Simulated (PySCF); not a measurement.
# CH₆OSi₂: NMR shifts at several levels of theory, part 2 of 2

PySCF 2.14.0. Atoms count from 0. Earlier steps stand in the parts before.

**9. Nuclear shieldings: KT3/pcSseg-2**

Job settings and geometry (Å):

```
{"job": {"kind": "nmr", "xc": "KT3", "basis": "pcSseg-2", "pop": false}, "charge": 0, "multiplicity": 1}
O      1.484914    -1.665627    -0.071546
C      1.778044    -0.498260    -0.152964
Si     0.407292     0.872259    -0.101965
Si    -1.592550    -0.309766     0.184768
H      2.858279    -0.199517    -0.261065
H      0.466223     1.650849    -1.379984
H      0.713657     1.814857     1.020837
H     -1.795945    -1.229305    -0.973270
H     -1.522999    -1.094919     1.452412
H     -2.746745     0.637939     0.261655
```

Method: GIAO KT3/pcSseg-2 NMR shielding, non-relativistic, gas phase.

The program printed:

```text
coarse grid: 9144 points
cycle   1  E = -702.0570690313  dE =  1.430e-01  |g| = 8.320e-01  |ddm| = 2.255e+00
cycle   2  E = -700.6709327959  dE =  1.386e+00  |g| = 2.507e+00  |ddm| = 6.202e+00
cycle   3  E = -702.1893515436  dE = -1.518e+00  |g| = 1.201e-01  |ddm| = 5.966e+00
cycle   4  E = -702.1925701691  dE = -3.219e-03  |g| = 7.187e-02  |ddm| = 2.440e-01
cycle   5  E = -702.1940607033  dE = -1.491e-03  |g| = 1.459e-02  |ddm| = 8.519e-02
cycle   6  E = -702.1941193341  dE = -5.863e-05  |g| = 4.002e-03  |ddm| = 2.023e-02
cycle   7  E = -702.1941231931  dE = -3.859e-06  |g| = 1.081e-03  |ddm| = 4.294e-03
final grid: 78504 points
cycle   8  E = -702.2250961850  dE = -2.087e-04  |g| = 1.938e-02  |ddm| = 4.453e-02
cycle   9  E = -702.2249151325  dE =  1.811e-04  |g| = 3.364e-02  |ddm| = 3.340e-02
cycle  10  E = -702.2250996687  dE = -1.845e-04  |g| = 1.351e-02  |ddm| = 3.088e-02
cycle  11  E = -702.2251339898  dE = -3.432e-05  |g| = 2.012e-03  |ddm| = 7.405e-03
cycle  12  E = -702.2251352147  dE = -1.225e-06  |g| = 1.596e-04  |ddm| = 2.299e-03
cycle  13  E = -702.2251352203  dE = -5.582e-09  |g| = 7.767e-05  |ddm| = 2.788e-04
cycle  14  E = -702.2251352225  dE = -2.238e-09  |g| = 1.114e-05  |ddm| = 1.041e-04
cycle  15  E = -702.2251352225  dE = -3.126e-11  |g| = 1.586e-06  |ddm| = 1.346e-05
converged SCF energy = -702.2251352225

GIAO shielding tensors (ppm)
atom      isotropic    diamagn.    paramagn.     s11        s22        s33       span
  0 O     -492.640     394.909    -887.549  -1363.146   -484.234    369.459   1732.604
  1 C      -48.266     249.580    -297.845   -161.818    -69.631     86.652    248.469
  2 Si     432.785     882.981    -450.196    379.192    437.463    481.700    102.508
  3 Si     466.399     882.203    -415.804    463.125    467.715    468.358      5.233
  4 H       19.033      26.006      -6.973     13.917     19.311     23.870      9.953
  5 H       27.051      29.833      -2.782     24.616     25.677     30.859      6.243
  6 H       27.045      29.853      -2.809     24.578     25.665     30.891      6.313
  7 H       27.800      29.421      -1.621     25.355     25.587     32.459      7.104
  8 H       27.817      29.440      -1.623     25.388     25.608     32.456      7.069
  9 H       28.065      28.860      -0.795     25.440     25.947     32.809      7.368
```

Run time: 25 s. Hardware: 1 thread of Arm Neoverse V2, shared host; peak memory 0.75 GiB.

This run: δ C1 229.6, O0 816.4, Si2 -74.5, Si3 -108.2, H4 12.32, H5 4.31 ppm (means over like atoms).

**10. Nuclear shieldings: B97-D/pcSseg-2**

The job, as its differences from that of step 9:

```diff
@@ -1,2 +1,2 @@
-{"job": {"kind": "nmr", "xc": "KT3", "basis": "pcSseg-2", "pop": false}, "charge": 0, "multiplicity": 1}
+{"job": {"kind": "nmr", "xc": "B97-D", "basis": "pcSseg-2", "pop": false}, "charge": 0, "multiplicity": 1}
 O      1.484914    -1.665627    -0.071546
```

Level: GIAO B97-D/pcSseg-2 NMR shielding, non-relativistic, gas phase.

The program printed:

```text
coarse grid: 9144 points
cycle   1  E = -695.7433228783  dE =  1.278e-01  |g| = 8.169e-01  |ddm| = 2.287e+00
cycle   2  E = -694.4098633763  dE =  1.333e+00  |g| = 2.487e+00  |ddm| = 5.404e+00
cycle   3  E = -695.8693523809  dE = -1.459e+00  |g| = 1.179e-01  |ddm| = 5.153e+00
cycle   4  E = -695.8724101985  dE = -3.058e-03  |g| = 7.212e-02  |ddm| = 2.122e-01
cycle   5  E = -695.8738663829  dE = -1.456e-03  |g| = 1.726e-02  |ddm| = 7.564e-02
cycle   6  E = -695.8739483373  dE = -8.195e-05  |g| = 5.108e-03  |ddm| = 2.522e-02
cycle   7  E = -695.8739548282  dE = -6.491e-06  |g| = 1.693e-03  |ddm| = 6.708e-03
final grid: 78504 points
cycle   8  E = -695.8783822650  dE = -8.453e-05  |g| = 9.105e-03  |ddm| = 3.863e-02
cycle   9  E = -695.8783548560  dE =  2.741e-05  |g| = 1.314e-02  |ddm| = 1.253e-02
cycle  10  E = -695.8783853550  dE = -3.050e-05  |g| = 6.733e-03  |ddm| = 9.244e-03
cycle  11  E = -695.8783931380  dE = -7.783e-06  |g| = 1.834e-03  |ddm| = 5.215e-03
cycle  12  E = -695.8783940144  dE = -8.764e-07  |g| = 1.004e-04  |ddm| = 2.103e-03
cycle  13  E = -695.8783940164  dE = -1.975e-09  |g| = 6.310e-05  |ddm| = 1.799e-04
cycle  14  E = -695.8783940176  dE = -1.180e-09  |g| = 4.451e-06  |ddm| = 6.895e-05
cycle  15  E = -695.8783940176  dE = -2.728e-12  |g| = 1.695e-06  |ddm| = 5.954e-06
converged SCF energy = -695.8783940176

GIAO shielding tensors (ppm)
atom      isotropic    diamagn.    paramagn.     s11        s22        s33       span
  0 O     -527.990     395.647    -923.637  -1459.292   -499.781    375.104   1834.396
  1 C      -62.740     250.142    -312.882   -189.436    -83.018     84.236    273.672
  2 Si     412.364     881.620    -469.256    355.791    417.940    463.361    107.570
  3 Si     447.162     880.822    -433.660    444.213    448.255    449.018      4.805
  4 H       18.757      26.520      -7.764     13.010     19.380     23.880     10.870
  5 H       27.038      29.785      -2.747     24.613     25.736     30.765      6.151
  6 H       27.030      29.805      -2.775     24.574     25.721     30.796      6.222
  7 H       27.793      29.400      -1.607     25.418     25.613     32.348      6.930
  8 H       27.811      29.419      -1.608     25.453     25.634     32.345      6.892
  9 H       28.060      28.877      -0.817     25.483     25.988     32.709      7.226
```

It took 25 s on 1 thread of Arm Neoverse V2, shared host; peak memory 0.75 GiB.

This run: δ C1 241.8, O0 853.2, Si2 -75.8, Si3 -110.6, H4 12.64, H5 4.36 ppm (means over like atoms).

**11. Nuclear shieldings: B3LYP/pcSseg-2**

The job, as its differences from that of step 10:

```diff
@@ -1,2 +1,2 @@
-{"job": {"kind": "nmr", "xc": "B97-D", "basis": "pcSseg-2", "pop": false}, "charge": 0, "multiplicity": 1}
+{"job": {"kind": "nmr", "xc": "B3LYP", "basis": "pcSseg-2", "pop": false}, "charge": 0, "multiplicity": 1}
 O      1.484914    -1.665627    -0.071546
```

With the program's defaults for keys left out, this is: GIAO B3LYP/pcSseg-2 NMR shielding, non-relativistic, gas phase.

The program printed:

```text
coarse grid: 9144 points
cycle   1  E = -695.8948303118  dE =  1.073e-01  |g| = 7.743e-01  |ddm| = 2.247e+00
cycle   2  E = -695.2709642725  dE =  6.239e-01  |g| = 1.891e+00  |ddm| = 2.445e+00
cycle   3  E = -696.0088036688  dE = -7.378e-01  |g| = 7.324e-02  |ddm| = 2.121e+00
cycle   4  E = -696.0097232167  dE = -9.195e-04  |g| = 3.936e-02  |ddm| = 7.073e-02
cycle   5  E = -696.0100545725  dE = -3.314e-04  |g| = 1.114e-02  |ddm| = 3.285e-02
cycle   6  E = -696.0100862941  dE = -3.172e-05  |g| = 2.538e-03  |ddm| = 1.284e-02
cycle   7  E = -696.0100875331  dE = -1.239e-06  |g| = 7.530e-04  |ddm| = 2.127e-03
final grid: 78504 points
cycle   8  E = -696.0155727003  dE = -1.819e-05  |g| = 3.327e-03  |ddm| = 1.958e-02
cycle   9  E = -696.0155658575  dE =  6.843e-06  |g| = 6.843e-03  |ddm| = 4.726e-03
cycle  10  E = -696.0155745396  dE = -8.682e-06  |g| = 7.520e-04  |ddm| = 3.573e-03
cycle  11  E = -696.0155746307  dE = -9.110e-08  |g| = 1.290e-04  |ddm| = 6.089e-04
cycle  12  E = -696.0155746348  dE = -4.032e-09  |g| = 4.414e-05  |ddm| = 1.626e-04
cycle  13  E = -696.0155746352  dE = -4.679e-10  |g| = 7.656e-06  |ddm| = 4.677e-05
converged SCF energy = -696.0155746352

GIAO shielding tensors (ppm)
atom      isotropic    diamagn.    paramagn.     s11        s22        s33       span
  0 O     -583.919     394.866    -978.785  -1589.574   -548.216    386.034   1975.608
  1 C      -72.015     249.028    -321.043   -207.418    -96.342     87.715    295.133
  2 Si     399.965     880.045    -480.080    342.036    406.745    451.114    109.078
  3 Si     437.058     879.356    -442.298    433.790    438.536    438.848      5.058
  4 H       18.903      26.962      -8.059     13.020     19.641     24.048     11.028
  5 H       27.089      29.467      -2.378     24.583     25.772     30.911      6.327
  6 H       27.079      29.486      -2.407     24.550     25.753     30.935      6.385
  7 H       27.765      29.127      -1.362     25.331     25.556     32.408      7.078
  8 H       27.783      29.144      -1.361     25.367     25.577     32.405      7.038
  9 H       28.044      28.691      -0.647     25.373     25.940     32.818      7.446
```

It took 19 s on 1 thread of Arm Neoverse V2, shared host; peak memory 1.1 GiB.

Key values: δ C1 251.2, O0 909.8, Si2 -75.4, Si3 -112.4, H4 12.49, H5 4.31 ppm (means over like atoms).

**12. Side by side: NMR shifts**

Shifts (ppm), means over like atoms, with basis size and wall time:

| run | C1 | H4 | H5 | H7 | O0 | Si2 | Si3 | functions | time |
| --- | --- | --- | --- | --- | --- | --- | --- | --- | --- |
| HF/pcSseg-2 | 243.2 | 11.59 | 3.99 | 3.47 | 913.3 | -64.5 | -96.1 | 242 | 12 s |
| LDA/pcSseg-2 | 265.8 | 13.15 | 4.74 | 3.71 | 953.8 | -84.6 | -130.2 | 242 | 20 s |
| PBE/pcSseg-2 | 251.3 | 12.92 | 4.53 | 3.60 | 904.3 | -81.4 | -119.2 | 242 | 24 s |
| BLYP/pcSseg-2 | 250.5 | 12.80 | 4.41 | 3.54 | 892.5 | -79.7 | -117.1 | 242 | 24 s |
| BP86/pcSseg-2 | 249.8 | 12.83 | 4.53 | 3.60 | 893.7 | -80.2 | -117.2 | 242 | 24 s |
| OPBE/pcSseg-2 | 240.9 | 12.85 | 4.50 | 3.57 | 868.0 | -77.6 | -110.1 | 242 | 23 s |
| KT2/pcSseg-2 | 231.9 | 12.31 | 4.48 | 3.57 | 830.0 | -78.4 | -116.2 | 242 | 25 s |
| KT3/pcSseg-2 | 229.6 | 12.32 | 4.31 | 3.46 | 816.4 | -74.5 | -108.2 | 242 | 25 s |
| B97-D/pcSseg-2 | 241.8 | 12.64 | 4.36 | 3.51 | 853.2 | -75.8 | -110.6 | 242 | 25 s |
| B3LYP/pcSseg-2 | 251.2 | 12.49 | 4.31 | 3.53 | 909.8 | -75.4 | -112.4 | 242 | 19 s |

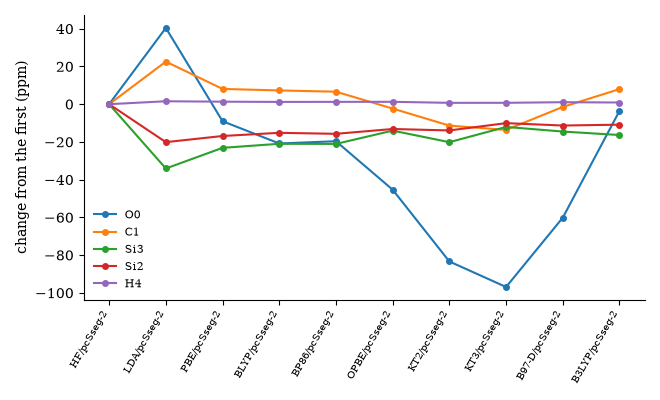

How five of the tabulated atoms move from run to run.

**13. Results**

This closing draws on all 2 parts.

| quantity | value |
| --- | --- |
| 13C shifts against TMS (HF/pcSseg-2) | 243.2 ppm |
| 1H shifts against TMS (HF/pcSseg-2, means over atoms taken as alike) | 11.59, 3.99, 3.47 ppm |
| 17O shifts against H2O (HF/pcSseg-2) | 913.3 ppm |
| 29Si shifts against TMS (HF/pcSseg-2) | -64.5, -96.1 ppm |
| range of the shift of O0 | 816.4 to 953.8 ppm |

**Reading.** Single values in the summary come from the first run of each kind that ended normally (HF/pcSseg-2), which need not be the best level. At HF/pcSseg-2: The widest tensor belongs to O0: span 2013 ppm, with a paramagnetic part of -982 ppm. In ppm, O0 moves most: its shift spreads over 137.3 ppm, from 816.4 (KT3/pcSseg-2) to 953.8 (LDA/pcSseg-2).
